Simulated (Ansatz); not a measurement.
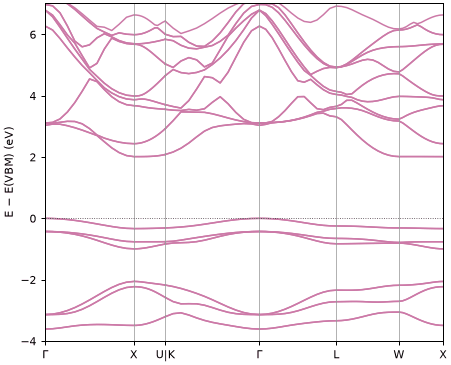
*Band structure from DFT-r²SCAN with spin–orbit coupling in the program Ansatz with PAW potentials*

**Question.** Read off the gap and where the band edges lie.

**Answer.** About 2.0 eV (2.01 eV by a search for the band edges); maximum at Γ, minimum at X.

The material is Ba$_{2}$H$_{6}$Os in space group Fm-3m (No. 225; Ba on 8c, H on 24e, Os on 4a).

The first step of the workflow began from a Materials Project structure, measured or hypothetical; the Crystallography Open Database copy checked does not list it. Its standing as an ambient phase is unchecked. The cell was relaxed with r²SCAN under the symmetry of its start; whether a distortion lowers the energy is not shown. The run is not spin-polarised.

Potentials: the later of the program's two PAW sets.
